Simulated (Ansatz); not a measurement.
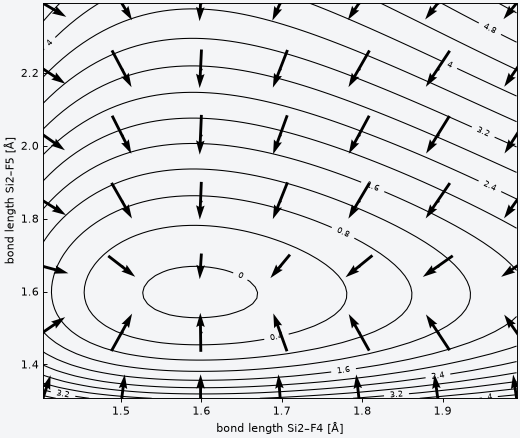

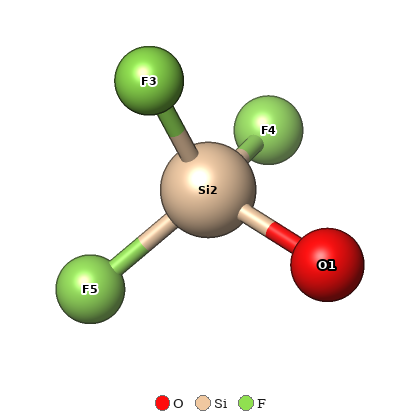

Energy landscape of F₃OSi, SMILES [O][Si](F)(F)F, spin multiplicity 2. First axis: bond length Si2–F4. Second axis: bond length Si2–F5. Nothing is relaxed (all other coordinates rigid). Grid: 7 × 7 points. Points are written as (first, second). All energies are given in eV relative to the lowest grid point. Computed with Ansatz 0.2.0, UKS B3LYP-D4/def2-SVP.

In the figure: contour lines labelled in eV, dots at the grid points, arrows along the force (downhill), their lengths compressed. Between grid points the surface is interpolated. The second picture is the structure at the lowest point.

Describe this landscape.

Answer. The lowest grid point is at (1.599 Å, 1.669 Å). The bottom of the well lies between grid points, at about (1.593 Å, 1.591 Å), about 0.099 eV lower on the interpolated surface. No other kind of well shows on this grid. The highest grid point, (1.992 Å, 2.391 Å), lies 5.33 eV above the lowest. Round the minimum the two coordinates are nearly uncoupled.

The input of one point:

```yaml
crystal:
  periodic: [false, false, false]
  atoms:
    - { symbol: O, position_ang: [1.102277, 1.232283, -0.019355] }
    - { symbol: Si, position_ang: [-0.005826, -0.016679, -0.002334] }
    - { symbol: F, position_ang: [-1.34939, 0.375613, -0.765324] }
    - { symbol: F, position_ang: [0.713422, -1.239157, -0.740596] }
    - { symbol: F, position_ang: [-0.427127, -0.448886, 1.553707] }
magnetization:
  spin_polarized: true
  initial_magnetization: 1
basis:
  gaussian: { orbitals: def2-SVP }
hamiltonian:
  xc: { name: B3LYP }
  dispersion: d4
output:
  forces: true
```

The whole map (49 points run) took 12 min on 1 thread of Arm Neoverse V2, on a shared host.
